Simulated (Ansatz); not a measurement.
Input

```
crystal:
  periodic: [false, false, false]
  atoms:
    - { symbol: O, position_ang: [1.00404, 0.08689, -1.63568] }
    - { symbol: C, position_ang: [0.23428, 0.02616, -0.57152] }
    - { symbol: C, position_ang: [-0.47609, 0.08704, 0.38924] }
    - { symbol: O, position_ang: [-1.3171, 0.06288, 1.39963] }
    - { symbol: H, position_ang: [0.58419, -0.98448, -0.78192] }
    - { symbol: H, position_ang: [-0.92324, 0.48216, 2.17464] }
basis:
  gaussian: { orbitals: def2-SVP }
hamiltonian:
  xc: pbe0
  dispersion: d4
relax:
  f_tol: 0.02
  max_steps: 50
output:
  orbitals: {}
```

Command:

```sh
ansatz run input.yaml --threads 1 --pin off --max-ram 2048MiB --backend cpu --events-out ev --progress --plain --runs-dir out
```

The fields are those of the relaxed geometry.

The calculation used RKS PBE0-D4/def2-SVP in Ansatz 0.2.0.

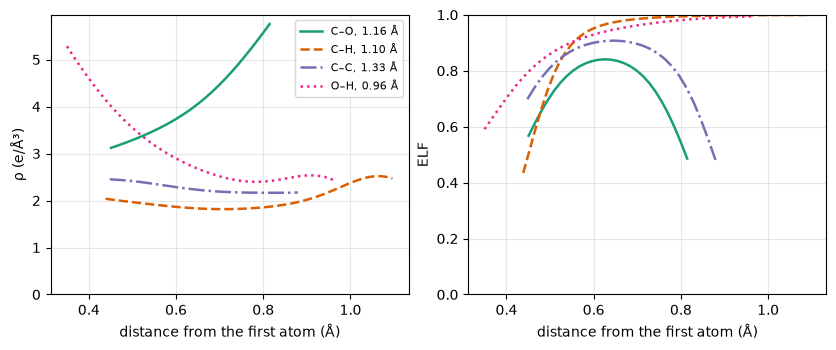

C₂H₂O₂. Electron density and electron localisation function along straight lines between neighbouring atoms. The curves leave out the atomic cores.

What can be read from the curves?

C–O (1.16 Å): the density is about 3.6 e/Å³ at the midpoint; the ELF peaks at about 0.85 between the atoms; a multiple bond.
C–H (1.10 Å): ρ at the midpoint is about 1.9 e/Å³; the ELF climbs to about 1 towards the hydrogen, as it does in any bond to H: an ordinary covalent bond to hydrogen.
C–C (1.33 Å): the density is about 2.2 e/Å³ at the midpoint; the ELF peaks at about 0.90 between the atoms (a multiple bond).
O–H (0.96 Å): ρ at the midpoint is about 3.7 e/Å³; the ELF climbs to about 1 towards the hydrogen (a covalent bond by its length).
